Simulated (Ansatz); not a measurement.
## Run report: CH₆BFSi, geometry relaxation (part 2 of 2)

CH₆BFSi, SMILES B[SiH2]CF; RKS BHLYP/def2-SVP (Ansatz 0.2.0). It belongs to a series of runs on one base structure; here: end point A relaxed.

Geometry of the input (Å):
```
B  -0.7233  1.4993  -0.6913
Si 0.0350  -0.3025  -0.7668
C  0.4291  -0.8402  1.0504
F  1.1831  0.1353  1.6794
H  -0.1384  2.4367  -1.0753
H  -1.7817  1.6917  -0.2298
H  1.3000  -0.5030  -1.4947
H  -0.8420  -1.3936  -1.2335
H  -0.4736  -0.9623  1.6542
H  1.0118  -1.7615  1.1073
```

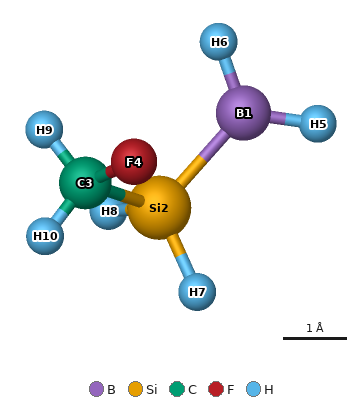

**Figure 1.** The geometry at step 13 of the log (ball-and-stick view, seen at a tilt; atoms are numbered from 1 in the order of the input).

## Trajectory as extended XYZ, continued
```
10
Properties=species:S:1:pos:R:3:forces:R:3 step=5 energy=-12395.95956
B    -0.7003    1.4944   -0.6830    0.0108   0.0083   0.0161
Si    0.0688   -0.3721   -0.7403   -0.0068   0.0035  -0.0158
C     0.4381   -0.8433    1.0694   -0.0044   0.0005   0.0026
F     1.1261    0.2003    1.6597   -0.0067   0.0013   0.0026
H    -0.1180    2.4523   -1.1040   -0.0147  -0.0122  -0.0147
H    -1.7731    1.6752   -0.1776    0.0178  -0.0043   0.0086
H     1.3155   -0.4896   -1.5347    0.0038  -0.0010   0.0017
H    -0.9123   -1.3565   -1.2712    0.0002   0.0025  -0.0049
H    -0.4878   -1.0085    1.6306   -0.0001  -0.0061   0.0002
H     1.0431   -1.7522    1.1513    0.0001   0.0075   0.0036
10
Properties=species:S:1:pos:R:3:forces:R:3 step=6 energy=-12395.96089
B    -0.6903    1.4936   -0.6782    0.0110  -0.0174   0.0041
Si    0.0687   -0.3754   -0.7420   -0.0193   0.0225  -0.0435
C     0.4347   -0.8426    1.0670   -0.0059  -0.0666   0.0573
F     1.0901    0.2187    1.6627    0.0019   0.0222   0.0112
H    -0.1180    2.4458   -1.1216   -0.0023   0.0197  -0.0195
H    -1.7505    1.6767   -0.1504   -0.0040   0.0086   0.0226
H     1.3122   -0.4996   -1.5390    0.0224  -0.0029  -0.0034
H    -0.9204   -1.3476   -1.2781   -0.0068  -0.0173  -0.0020
H    -0.4901   -1.0346    1.6228    0.0088   0.0134  -0.0165
H     1.0635   -1.7350    1.1567   -0.0058   0.0177  -0.0102
10
Properties=species:S:1:pos:R:3:forces:R:3 step=7 energy=-12395.96230
B    -0.6753    1.4934   -0.6719   -0.0050  -0.0129  -0.0004
Si    0.0689   -0.3803   -0.7469   -0.0202   0.0287  -0.0475
C     0.4286   -0.8427    1.0639    0.0122  -0.1007   0.1143
F     1.0333    0.2460    1.6691   -0.0206  -0.0217  -0.0102
H    -0.1224    2.4380   -1.1550   -0.0097   0.0189  -0.0095
H    -1.7114    1.6827   -0.0989    0.0114   0.0134   0.0112
H     1.3104   -0.5150   -1.5450    0.0275  -0.0014  -0.0046
H    -0.9296   -1.3398   -1.2881   -0.0075  -0.0231   0.0018
H    -0.4957   -1.0732    1.6085    0.0497   0.0378  -0.0383
H     1.0934   -1.7092    1.1642   -0.0377   0.0610  -0.0169
10
Properties=species:S:1:pos:R:3:forces:R:3 step=8 energy=-12395.96397
B    -0.6805    1.4952   -0.6790    0.0525  -0.0545   0.0069
Si    0.0778   -0.3736   -0.7441   -0.0241   0.0419  -0.0129
C     0.4249   -0.8461    1.0678    0.0089  -0.0613   0.0401
F     1.0489    0.2255    1.6810   -0.0076   0.0028  -0.0119
H    -0.1627    2.4340   -1.2061    0.0080   0.0506  -0.0398
H    -1.6870    1.6870   -0.0618   -0.0576   0.0183   0.0362
H     1.3263   -0.5021   -1.5321    0.0250  -0.0037  -0.0062
H    -0.9153   -1.3338   -1.2950   -0.0060  -0.0224  -0.0010
H    -0.5038   -1.0612    1.6078    0.0011   0.0182  -0.0123
H     1.0714   -1.7248    1.1616   -0.0003   0.0100   0.0009
10
Properties=species:S:1:pos:R:3:forces:R:3 step=9 energy=-12395.96314 accepted=F
B    -0.6809    1.5081   -0.6896   -0.0496   0.2036  -0.0464
Si    0.1016   -0.3538   -0.7330    0.0148   0.0103   0.0563
C     0.4163   -0.8647    1.0763    0.0030   0.0437  -0.0618
F     1.0592    0.1815    1.7122    0.0129   0.0101   0.0027
H    -0.2731    2.4266   -1.3669   -0.1455  -0.2528   0.2105
H    -1.6171    1.7093    0.0485    0.1935   0.0154  -0.1630
H     1.3642   -0.4796   -1.4990    0.0157   0.0136  -0.0124
H    -0.8831   -1.3079   -1.3116   -0.0185  -0.0014  -0.0178
H    -0.5250   -1.0595    1.5982   -0.0454  -0.0112   0.0290
H     1.0380   -1.7600    1.1649    0.0191  -0.0313   0.0028
10
Properties=species:S:1:pos:R:3:forces:R:3 step=10 energy=-12395.96630
B    -0.6800    1.5002   -0.6811   -0.0165  -0.0008  -0.0038
Si    0.0891   -0.3640   -0.7379    0.0015  -0.0237  -0.0029
C     0.4197   -0.8572    1.0723    0.0001  -0.0025  -0.0165
F     1.0537    0.2056    1.6909    0.0045  -0.0014   0.0115
H    -0.2194    2.4252   -1.2850   -0.0027   0.0072  -0.0071
H    -1.6504    1.7037   -0.0064    0.0125   0.0016   0.0038
H     1.3457   -0.4872   -1.5166   -0.0003   0.0058   0.0117
H    -0.8975   -1.3233   -1.3068   -0.0001   0.0097  -0.0001
H    -0.5159   -1.0595    1.6049    0.0031   0.0030  -0.0015
H     1.0551   -1.7437    1.1657   -0.0020   0.0011   0.0049
10
Properties=species:S:1:pos:R:3:forces:R:3 step=11 energy=-12395.96644
B    -0.6879    1.5013   -0.6944    0.0138   0.1325   0.0919
Si    0.1002   -0.3558   -0.7314   -0.0031  -0.0234  -0.0277
C     0.4153   -0.8662    1.0769   -0.0111   0.0356  -0.0254
F     1.0645    0.1826    1.7042   -0.0006  -0.0168   0.0029
H    -0.2774    2.4145   -1.3614   -0.0846  -0.1149   0.0521
H    -1.6084    1.7186    0.0516    0.0832  -0.0115  -0.1159
H     1.3674   -0.4689   -1.4955   -0.0138   0.0028   0.0088
H    -0.8820   -1.3082   -1.3218    0.0169   0.0006   0.0071
H    -0.5267   -1.0542    1.6030    0.0035  -0.0040   0.0080
H     1.0351   -1.7637    1.1687   -0.0041  -0.0010  -0.0017
10
Properties=species:S:1:pos:R:3:forces:R:3 step=12 energy=-12395.95857 accepted=F
B    -0.6757    1.5146   -0.6808   -0.2277   0.2101  -0.3541
Si    0.1166   -0.3415   -0.7207    0.0947   0.0585   0.1152
C     0.4132   -0.8765    1.0846    0.0399   0.0064  -0.0543
F     1.1037    0.1383    1.7256   -0.0487  -0.0535  -0.0482
H    -0.3605    2.3970   -1.4565   -0.0642  -0.2843   0.3597
H    -1.5889    1.7296    0.0797    0.2269   0.0326  -0.0722
H     1.3936   -0.4438   -1.4703   -0.0277  -0.0131   0.0026
H    -0.8635   -1.2840   -1.3325    0.0146   0.0340   0.0087
H    -0.5358   -1.0346    1.6076   -0.0013  -0.0034   0.0205
H     0.9974   -1.7992    1.1634   -0.0064   0.0127   0.0221
10
Properties=species:S:1:pos:R:3:forces:R:3 step=13 energy=-12395.96878
B    -0.6873    1.5063   -0.6926    0.0011   0.0232  -0.0120
Si    0.1076   -0.3474   -0.7251   -0.0087  -0.0030   0.0295
C     0.4135   -0.8717    1.0805   -0.0137  -0.0222  -0.0227
F     1.0766    0.1608    1.7172    0.0149   0.0222   0.0088
H    -0.3203    2.3971   -1.4052   -0.0090  -0.0175   0.0063
H    -1.5879    1.7370    0.0646    0.0059  -0.0011  -0.0003
H     1.3770   -0.4544   -1.4840    0.0056   0.0013   0.0020
H    -0.8704   -1.2966   -1.3268    0.0041   0.0003   0.0018
H    -0.5303   -1.0526    1.6070    0.0097  -0.0020  -0.0143
H     1.0215   -1.7784    1.1645   -0.0099  -0.0010   0.0008
10
Properties=species:S:1:pos:R:3:forces:R:3 step=14 energy=-12395.96950
B    -0.6913    1.5102   -0.6972   -0.0123   0.0017   0.0119
Si    0.1119   -0.3403   -0.7177    0.0068  -0.0041   0.0138
C     0.4124   -0.8791    1.0834   -0.0129   0.0097  -0.0207
F     1.0875    0.1431    1.7247    0.0062   0.0075   0.0101
H    -0.3557    2.3825   -1.4458    0.0001  -0.0025  -0.0074
H    -1.5686    1.7562    0.0825    0.0102  -0.0027  -0.0032
H     1.3867   -0.4389   -1.4690    0.0025   0.0014  -0.0015
H    -0.8596   -1.2880   -1.3324    0.0001  -0.0012   0.0006
H    -0.5329   -1.0528    1.6086   -0.0044   0.0014   0.0017
H     1.0095   -1.7929    1.1628    0.0037  -0.0112  -0.0054
10
Properties=species:S:1:pos:R:3:forces:R:3 step=15 energy=-12395.97004
B    -0.6988    1.5153   -0.7039   -0.0023   0.0675  -0.0396
Si    0.1235   -0.3271   -0.7060    0.0005   0.0036   0.0043
C     0.4085   -0.8903    1.0887    0.0188   0.0236  -0.0061
F     1.1083    0.1089    1.7413   -0.0193  -0.0220  -0.0036
H    -0.4272    2.3523   -1.5234   -0.0314  -0.0780   0.0810
H    -1.5267    1.7900    0.1214    0.0377  -0.0002  -0.0372
H     1.4071   -0.4099   -1.4444   -0.0005   0.0015  -0.0006
H    -0.8370   -1.2716   -1.3436    0.0008  -0.0035   0.0007
H    -0.5408   -1.0482    1.6115   -0.0094   0.0090   0.0083
H     0.9831   -1.8194    1.1585    0.0050  -0.0015  -0.0072
10
Properties=species:S:1:pos:R:3:forces:R:3 step=16 energy=-12395.97031
B    -0.6969    1.5153   -0.7024   -0.0144   0.0232  -0.0280
Si    0.1225   -0.3281   -0.7073    0.0032   0.0033   0.0113
C     0.4084   -0.8891    1.0878    0.0110   0.0114  -0.0034
F     1.1044    0.1120    1.7407   -0.0099  -0.0112  -0.0006
H    -0.4237    2.3522   -1.5174   -0.0098  -0.0324   0.0365
H    -1.5271    1.7893    0.1191    0.0223   0.0010  -0.0115
H     1.4053   -0.4118   -1.4467    0.0018   0.0009  -0.0018
H    -0.8381   -1.2740   -1.3424   -0.0012   0.0000  -0.0009
H    -0.5408   -1.0494    1.6104   -0.0056   0.0056   0.0031
H     0.9859   -1.8164    1.1581    0.0026  -0.0018  -0.0046
10
Properties=species:S:1:pos:R:3:forces:R:3 step=17 energy=-12395.97051
B    -0.6979    1.5155   -0.7033   -0.0045   0.0079  -0.0216
Si    0.1243   -0.3263   -0.7059   -0.0017   0.0034   0.0103
C     0.4073   -0.8903    1.0882    0.0095   0.0010   0.0042
F     1.1044    0.1074    1.7448   -0.0058  -0.0071  -0.0028
H    -0.4377    2.3441   -1.5293   -0.0027  -0.0125   0.0142
H    -1.5149    1.7978    0.1272    0.0057   0.0013   0.0023
H     1.4084   -0.4065   -1.4436    0.0029   0.0007  -0.0016
H    -0.8336   -1.2729   -1.3441   -0.0011   0.0006  -0.0011
H    -0.5430   -1.0496    1.6095   -0.0005   0.0023  -0.0023
H     0.9828   -1.8193    1.1566   -0.0020   0.0025  -0.0016
10
Properties=species:S:1:pos:R:3:forces:R:3 step=18 energy=-12395.97068
B    -0.6997    1.5181   -0.7064   -0.0207   0.0033  -0.0069
Si    0.1283   -0.3206   -0.7008    0.0057   0.0019  -0.0036
C     0.4055   -0.8951    1.0901    0.0050   0.0002   0.0143
F     1.1074    0.0937    1.7546   -0.0036  -0.0081  -0.0065
H    -0.4722    2.3256   -1.5621    0.0004  -0.0070   0.0130
H    -1.4892    1.8181    0.1449    0.0138   0.0022  -0.0082
H     1.4159   -0.3925   -1.4338    0.0006  -0.0009  -0.0003
H    -0.8235   -1.2677   -1.3482   -0.0001   0.0036   0.0002
H    -0.5472   -1.0510    1.6082    0.0042  -0.0027  -0.0027
H     0.9747   -1.8285    1.1536   -0.0055   0.0075   0.0007
10
Properties=species:S:1:pos:R:3:forces:R:3 step=19 energy=-12395.96986 accepted=F
B    -0.7096    1.5164   -0.7153    0.0613   0.0440   0.1157
Si    0.1302   -0.3166   -0.6966   -0.0212  -0.0210  -0.0427
C     0.4041   -0.8995    1.0917   -0.0102   0.0199   0.0119
F     1.1066    0.0841    1.7623    0.0031  -0.0045   0.0002
H    -0.4971    2.3106   -1.5862   -0.0311  -0.0098  -0.0275
H    -1.4613    1.8408    0.1627   -0.0047  -0.0209  -0.0596
H     1.4213   -0.3797   -1.4249   -0.0042   0.0051   0.0013
H    -0.8144   -1.2657   -1.3522    0.0065  -0.0087   0.0021
H    -0.5502   -1.0557    1.6067    0.0012  -0.0045   0.0031
H     0.9705   -1.8346    1.1517   -0.0006   0.0004  -0.0046
10
Properties=species:S:1:pos:R:3:forces:R:3 step=20 energy=-12395.97073
B    -0.7016    1.5184   -0.7081   -0.0058   0.0028   0.0053
Si    0.1301   -0.3185   -0.6989   -0.0009   0.0004  -0.0055
C     0.4049   -0.8970    1.0910    0.0021  -0.0009   0.0101
F     1.1081    0.0884    1.7585   -0.0009  -0.0034  -0.0038
H    -0.4856    2.3176   -1.5740   -0.0007  -0.0010   0.0016
H    -1.4784    1.8275    0.1513    0.0060  -0.0008  -0.0069
H     1.4189   -0.3872   -1.4302   -0.0003   0.0004   0.0008
H    -0.8196   -1.2652   -1.3500    0.0009   0.0006   0.0002
H    -0.5486   -1.0524    1.6079    0.0031  -0.0021  -0.0023
H     0.9719   -1.8317    1.1525   -0.0034   0.0040   0.0005
```

## Results in brief

- outcome: converged
- total energy: −12395.9709 eV
- mean-field energy: −12395.9709 eV
- largest force (length of the vector) at the end: 0.010 eV/Å
- hardware: 1 thread of Intel Xeon (Sapphire Rapids), 10 GiB of memory available, shared host
- wall time: 58 s
- peak memory: 0.19 GiB
